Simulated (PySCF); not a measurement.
Diboron tetrafluoride, SMILES FB(F)B(F)F (B2F4) at its CAM-B3LYP/def2-SVP optimised geometry (Å):

```
6

F     -1.2807    -1.6155     1.1189
B     -0.9232    -1.0222    -0.0001
F     -1.2977    -1.6040    -1.1195
B     -0.0179     0.4389     0.0000
F      1.2977     0.4389     0.0000
F     -0.6078     1.6155     0.0000
```

Computed with PySCF with CAM-B3LYP/def2-TZVP.

Map of the electron localisation function on the plane z = 1.5 Å:

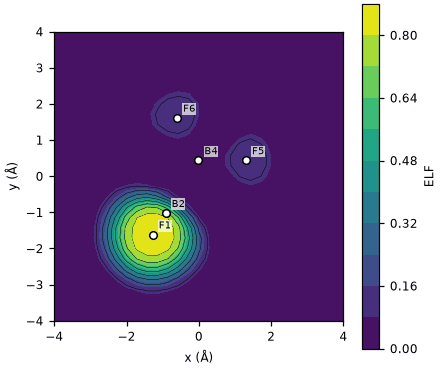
Figure. Electron localisation function on the plane z = 1.5 Å.
